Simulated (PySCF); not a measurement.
H7GeN3O, SMILES [NH2][Ge]([NH2])([NH2])[OH], PBE0/def2-SVP optimised geometry. Atoms within 1.6 Å of the plane z = 1.5 Å (x, y, z in Å): N1 (-0.82, 0.63, 0.00), Ge2 (-0.32, -1.12, 0.00), N4 (-1.17, -1.82, 1.45), O5 (1.47, -1.12, 0.00), H7 (-1.81, 0.77, 0.18), H10 (-1.12, -1.25, 2.30), H11 (-0.93, -2.78, 1.68), H12 (1.81, -0.36, 0.48).

Level of theory: PBE0/def2-TZVP run with PySCF. Cells within 0.4 Å of a nucleus heavier than hydrogen are left out (blank, or x).

Map of the Laplacian of the electron density (e/bohr⁵), clipped to [-1.50, 1.50] on the plane z = 1.5 Å:

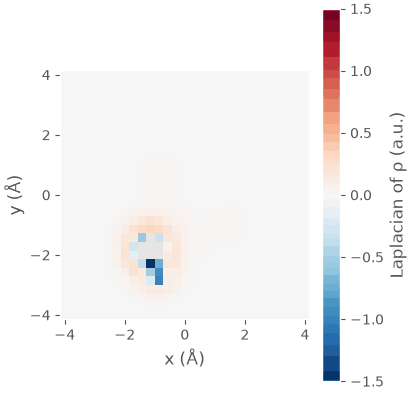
Laplacian of the electron density (e/bohr⁵), clipped to [-1.50, 1.50] on the plane z = 1.5 Å.
